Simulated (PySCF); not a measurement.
**doublet AlCl2F−: levels of theory compared**

Aim: a comparison of 6 runs (UHF/3-21G, U-wB97X/def2-SVPD, UB3LYP/def2-SVPD, UBLYP/def2-SVPD, UM06-2X/def2-SVPD, UPBE/def2-SVPD) of doublet AlCl2F−. The job is set up through a Python script.

Program for the calculation: PySCF 2.14.0.

1 further run of the same task is left out (set aside as unsound or not needed).

**1. Starting point**

The species is AlCl2F− (4 atoms), meant as a doublet with charge -1. SMILES of the parent species: `[F][Al]([Cl])[Cl]`. The shape is that of a PBE0-D4/def2-TZVP optimisation. That shape belongs to the parent species and isn't relaxed for this state.

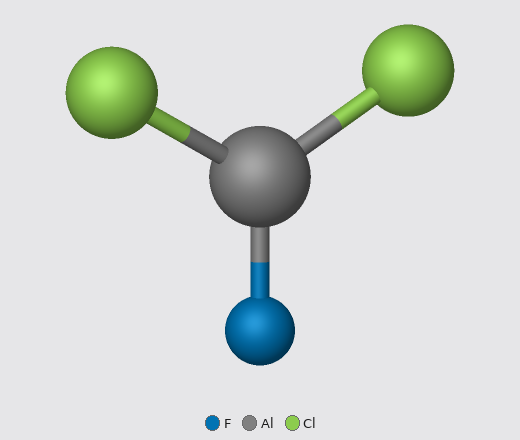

Viewed from a chosen angle; fluorine blue, aluminium grey, chlorine green.

**2. A single-point energy at UHF/3-21G (run 1)**

Contents of run.py:

```python
from pyscf import gto

mol = gto.M(
    atom='F 0.087420 0.388220 1.682350; Al 0.004800 0.021530 0.093600; Cl 1.223040 -1.463690 -0.663450; Cl -1.315270 1.053930 -1.112510',
    verbose=4,
    basis='3-21g',
    max_memory=1860,
    spin=1,
    charge=-1,
)

mf = mol.UHF()
mf.conv_tol = 1e-10
mf.kernel()
if not mf.converged:
    mf = mf.newton().run(mf.mo_coeff, mf.mo_occ)

e_final = mf.e_tot
print(f'total energy: {e_final:.8f} hartree')
```

The run is started by

```sh
$ OMP_NUM_THREADS=1 python run.py
```

Standard output:

```text
PySCF version 2.14.0

[INPUT] num. atoms = 4
[INPUT] num. electrons = 57
[INPUT] charge = -1
[INPUT] spin (= nelec alpha-beta = 2S) = 1
[INPUT] symmetry False subgroup None
[INPUT] Mole.unit = angstrom
[INPUT] Symbol           X                Y                Z      unit          X                Y                Z       unit  Magmom
[INPUT]  1 F      0.087420000000   0.388220000000   1.682350000000 AA    0.165199857809   0.733629476079   3.179180745662 Bohr   0.0
[INPUT]  2 Al     0.004800000000   0.021530000000   0.093600000000 AA    0.009070685398   0.040685803462   0.176878365259 Bohr   0.0
[INPUT]  3 Cl     1.223040000000  -1.463690000000  -0.663450000000 AA    2.311210639388  -2.765973231265  -1.253738797343 Bohr   0.0
[INPUT]  4 Cl    -1.315270000000   1.053930000000  -1.112510000000 AA   -2.485500079857   1.991639054463  -2.102339210840 Bohr   0.0

nuclear repulsion = 244.295361866407
number of shells = 26
number of NR pGTOs = 96
number of NR cGTOs = 48
basis = 3-21g
ecp = {}

[... 81 lines left out ...]
converged SCF energy = -1254.26436870131  <S^2> = 0.75517607  2S+1 = 2.0051694
total energy: -1254.26436870 hartree
```

Run time: 1.1 s. Hardware: 1 thread of Arm Neoverse V1, shared host; peak memory 0.12 GiB.

**3. The energy at U-wB97X/def2-SVPD (run 2)**

Contents of start.xyz:

```xyz
4

F      0.087420     0.388220     1.682350
Al     0.004800     0.021530     0.093600
Cl     1.223040    -1.463690    -0.663450
Cl    -1.315270     1.053930    -1.112510
```

Contents of calc.py:

```python
from pyscf import gto, dft

mol = gto.M(
    atom='start.xyz',
    verbose=4,
    charge=-1,
    max_memory=1860,
    basis='def2-svpd',
    spin=1,
)

mf = dft.UKS(mol, xc='wb97x')
mf.grids.level = 5
mf.conv_tol = 1e-10
mf.kernel()
if not mf.converged:
    mf = mf.newton().run(mf.mo_coeff, mf.mo_occ)

e_final = mf.e_tot
print('E(%s) = %.9f' % ('WB97X', e_final))
```

The run is started by

```sh
$ OMP_NUM_THREADS=1 python calc.py
```

Standard output:

```text
PySCF version 2.14.0

[INPUT] num. atoms = 4
[INPUT] num. electrons = 57
[INPUT] charge = -1
[INPUT] spin (= nelec alpha-beta = 2S) = 1
[INPUT] symmetry False subgroup None
[INPUT] Mole.unit = angstrom
[INPUT] Symbol           X                Y                Z      unit          X                Y                Z       unit  Magmom
[INPUT]  1 F      0.087420000000   0.388220000000   1.682350000000 AA    0.165199857809   0.733629476079   3.179180745662 Bohr   0.0
[INPUT]  2 Al     0.004800000000   0.021530000000   0.093600000000 AA    0.009070685398   0.040685803462   0.176878365259 Bohr   0.0
[INPUT]  3 Cl     1.223040000000  -1.463690000000  -0.663450000000 AA    2.311210639388  -2.765973231265  -1.253738797343 Bohr   0.0
[INPUT]  4 Cl    -1.315270000000   1.053930000000  -1.112510000000 AA   -2.485500079857   1.991639054463  -2.102339210840 Bohr   0.0

nuclear repulsion = 244.295361866407
number of shells = 41
number of NR pGTOs = 165
number of NR cGTOs = 101
basis = def2-svpd
ecp = {}

[... 33 lines left out ...]
WARN: HOMO -0.0717339064328364 >= LUMO -0.0717339064328373
[... 62 lines left out ...]
converged SCF energy = -1262.43217358329  <S^2> = 0.75139478  2S+1 = 2.0013943
E(WB97X) = -1262.432173583
```

Run time: 52 s. Hardware: 1 thread of Arm Neoverse V1, shared host; peak memory 0.54 GiB.

Runs 3 to 4 aren't shown in full; the table further down has their settings and results.

**4. A single-point energy at UM06-2X/def2-SVPD (run 5)**

Contents of calc.py:

```python
from pyscf import gto, dft

mol = gto.M(
    atom='''
F        0.087420       0.388220       1.682350
Al       0.004800       0.021530       0.093600
Cl       1.223040      -1.463690      -0.663450
Cl      -1.315270       1.053930      -1.112510
''',
    spin=1,
    verbose=3,
    max_memory=1860,
    basis='def2-svpd',
    charge=-1,
)

mf = dft.UKS(mol, xc='m06-2x')
mf.conv_tol = 1e-10
mf.grids.level = 5
mf.kernel()
if not mf.converged:
    mf = mf.newton().run(mf.mo_coeff, mf.mo_occ)

etot = mf.e_tot
print(f'total energy: {etot:.8f} hartree')
```

The run is started by

```sh
$ OMP_NUM_THREADS=1 python calc.py
```

Standard output:

```text
converged SCF energy = -1262.40156389866  <S^2> = 0.75396203  2S+1 = 2.0039581
total energy: -1262.40156390 hartree
```

Wall time 83 s (1 thread of Arm Neoverse V1, shared host); peak memory 0.59 GiB.

**5. A single-point energy at UPBE/def2-SVPD (run 6)**

Contents of job.py:

```python
from pyscf import gto, dft

molecule = gto.M(
    atom='F 0.087420 0.388220 1.682350; Al 0.004800 0.021530 0.093600; Cl 1.223040 -1.463690 -0.663450; Cl -1.315270 1.053930 -1.112510',
    verbose=3,
    charge=-1,
    spin=1,
    basis='def2-svpd',
    max_memory=1860,
)

mf = dft.UKS(molecule)
mf.xc = 'pbe'
mf.grids.level = 5
mf.conv_tol = 1e-10
mf.kernel()
if not mf.converged:
    mf = mf.newton().run(mf.mo_coeff, mf.mo_occ)

energy = mf.e_tot
print('E = %.10f Eh' % energy)
```

The run is started by

```sh
$ OMP_NUM_THREADS=1 python job.py
```

Standard output:

```text
WARN: HOMO -0.096934553092725 >= LUMO -0.0969345530927255

converged SCF energy = -1261.86584784697  <S^2> = 0.75184818  2S+1 = 2.0018473
E = -1261.8658478470 Eh
```

It took 30 s on 1 thread of Arm Neoverse V1, shared host; peak memory 0.53 GiB.

**6. Overview of the runs**

| run | level | integration grid | energy (Eh) | HOMO energy (eV) | LUMO energy (eV) | ⟨S²⟩ | wall time |
| --- | --- | --- | --- | --- | --- | --- | --- |
| 1 | UHF/3-21G | – | -1254.264369 | 0.72 | 6.16 | 0.755 | 1.1 s |
| 2 | U-wB97X/def2-SVPD | 5 | -1262.432174 | 0.09 | 4.32 | 0.751 | 52 s |
| 3 | UB3LYP/def2-SVPD | 5 | -1262.522103 | 1.33 | 2.56 | 0.751 | 32 s |
| 4 | UBLYP/def2-SVPD | 5 | -1262.458810 | 1.81 | 2.23 | 0.751 | 31 s |
| 5 | UM06-2X/def2-SVPD | 5 | -1262.401564 | 0.81 | 0.93 | 0.754 | 83 s |
| 6 | UPBE/def2-SVPD | 5 | -1261.865848 | 1.68 | 2.28 | 0.752 | 30 s |

**7. What came out**

| quantity | value |
| --- | --- |
| run 6: total energy | -1261.86585 Eh |
| run 6: HOMO energy (highest over α and β) | 1.68 eV |
| run 6: LUMO energy (lowest over α and β) | 2.28 eV |
| run 6: ⟨S²⟩ | 0.752 |

Totals of different functionals can't be ranked against each other. In runs 1, 2, 3, 4, 5, 6 the HOMO lies above zero, so the outermost electron may be held by the basis alone. All runs together took 3.8 min, the longest 83 s.
